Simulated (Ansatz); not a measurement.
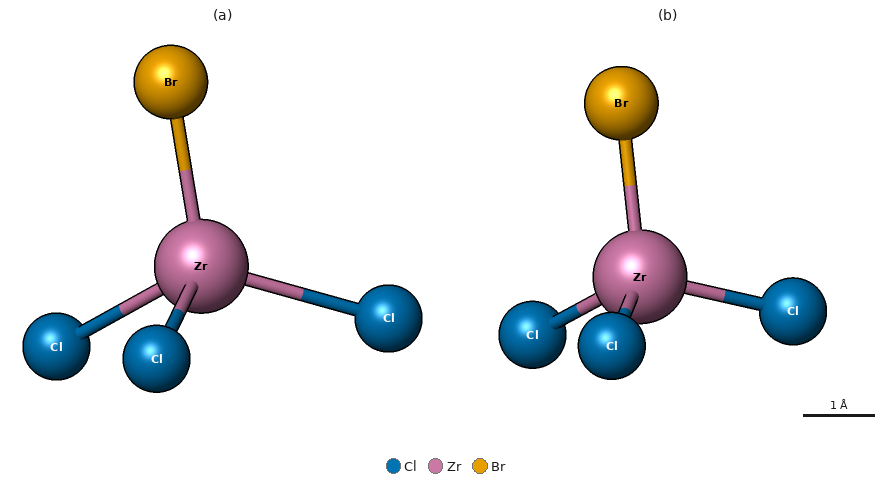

The structure of ZrBrCl$_{3}$ (coarse preliminary run) before (left) and after (right) a relaxation, at one scale.

The picture is a ball-and-stick view, seen at a tilt.

The start comes from a force field.

The calculation used RKS PBE-D4/def2-SVP (Ansatz 0.2.0).

The input:
```yaml
crystal:
  periodic: [false, false, false]
  atoms:
    - {symbol: Cl, position_ang: [-1.035300, -0.123900, 2.607500]}
    - {symbol: Zr, position_ang: [0.142700, 0.018900, -0.171200]}
    - {symbol: Cl, position_ang: [2.584300, -1.413100, -0.078600]}
    - {symbol: Cl, position_ang: [-1.970200, -1.195300, -1.693400]}
    - {symbol: Br, position_ang: [0.328400, 2.639800, -0.705800]}
basis:
  gaussian: {orbitals: def2-SVP}
hamiltonian: {xc: pbe, dispersion: d4}
relax: {f_tol: 0.03, max_steps: 200}
```

Command:
```bash
ansatz run in.yaml --threads 4 --pin off --events-out ev --progress --plain --max-ram 10444MiB
```

### What changed between the two?

After 7 geometry steps the energy has fallen by 103.7 kcal/mol. The largest force component goes from 2.9 to 0.0012 eV/Å. Cl3 moves most after the best rigid fit: 0.59 Å. Largest moves by element: Cl 0.59 Å, Br 0.32 Å, Zr 0.23 Å. Among the contacts that change: Cl1–Zr2 3.021 → 2.333 Å, Zr2–Cl4 2.873 → 2.333 Å, Zr2–Cl3 2.832 → 2.333 Å, Zr2–Br5 2.681 → 2.484 Å. Among the angles between lasting bonds that change: Cl1–Zr2–Cl4 100.4° → 109.6°, Cl3–Zr2–Br5 116.2° → 109.3°, Cl3–Zr2–Cl4 116.0° → 109.6°. Cost: 15 s on 4 threads of Arm Neoverse V1, with other jobs on the host.
